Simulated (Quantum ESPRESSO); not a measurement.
Consider K (Im-3m).

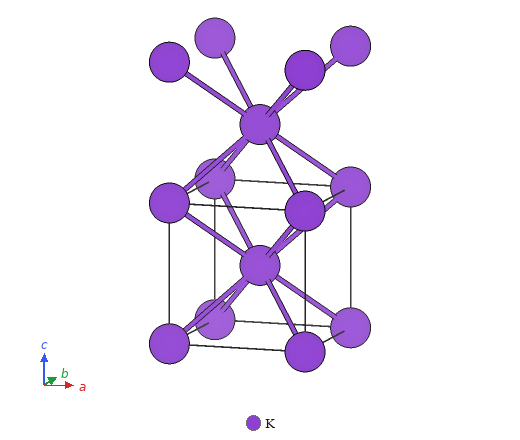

The structure (potassium purple). 1×1×2 conventional cells are drawn. Some periodic images of atoms are drawn too.

```
K
1.0
    -2.61250    2.61250    2.61250
     2.61250   -2.61250    2.61250
     2.61250    2.61250   -2.61250
K
1
Direct
  0.00000 0.00000 0.00000
```

Absorber: atom 1, with 8 K at 4.52 Å and 6 K at 5.22 Å (cube and octahedron, as in bcc, site symmetry m-3m). Method: Quantum ESPRESSO XSpectra, PBEsol, excited-electron core hole (neutral cell), 4-atom cell with 7.4 Å between holes, 6×6×6 k points, dipole transitions, Lorentzian half width 0.37 eV up to 4 eV, rising linearly to 2.5 eV at 25 eV.

The database entry behind the starting cell lists a temperature near 5 K, so it need not match the best structure at ambient conditions.

Question: What does the K K edge look like?

Main maxima up to 30 eV above the zero (height): 0.9 eV (1.34), 3.6 eV (1.15), 4.7 eV (0.99), 6.8 eV (1.71) and 17.6 eV (1.08). A K edge sees empty p states on the absorber. The total-energy difference is 3619.05 eV. One term is added: -19.86 eV, since the hole is spin-paired here and a spin-polarised one costs that much less in the free atom (computed apart). The photon energy is then 3599.19 eV. The tabulated edge of the element is 3608.4 eV. The functional leaves an error in such absolute values: in the free atom PBEsol prices this hole 5.3 eV below PBE (computed apart), and PBE is itself good to a few eV.

The K K spectrum (energy from the energy zero of the input (xe0, at the border of filled and empty states); intensity scaled to a mean of 1 over the first 20 eV; the points at xe0, where the cut of filled states can leave a spike, are interpolated):

```
E (eV)  intensity
  -2.0       0.06
  -0.5       0.21
   1.0       1.32
   2.5       0.51
   4.0       1.02
   5.5       0.90
   7.0       1.66
   8.5       0.95
  10.0       0.87
  11.5       0.95
  13.0       1.00
  14.5       1.00
  16.0       1.03
  17.5       1.08
  19.0       1.03
  20.5       0.97
  22.0       0.96
  23.5       0.96
  25.0       0.95
  26.5       0.94
  28.0       0.92
  29.5       0.92
  31.0       0.98
```

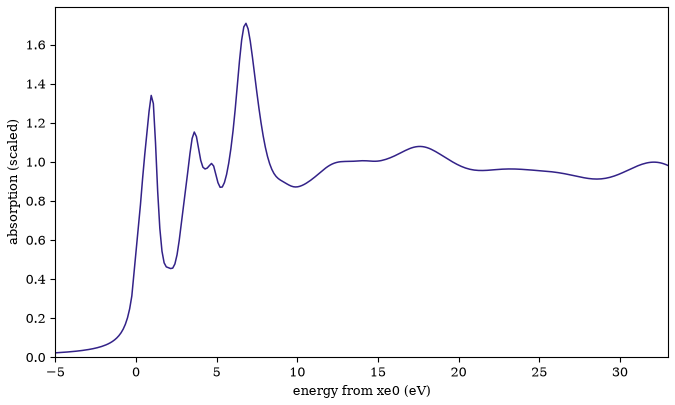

The K K edge.

The structure is a published determination, not relaxed.

[Banner, clock and machine lines of the logs are left out without a mark of their own.]

[Logs are printed without paths, hosts, clocks, repeated set-up lines and the standing remarks that a program may print on its own settings, such as how far it seeks lower states.]

[Hosts, paths, dates, database ids (printed as entryN), source tags and the programs' standing remarks are cut or masked in the printed files.]

[Lists of maxima count a maximum above −3 eV only where it reaches 4 % of the highest in the window and stands out from its surroundings by 2 % of it (1.5 % where it reaches 55 %); shoulders and weaker maxima are passed over, and of the rest the first, up to two pre-edge ones and the few strongest are named.]
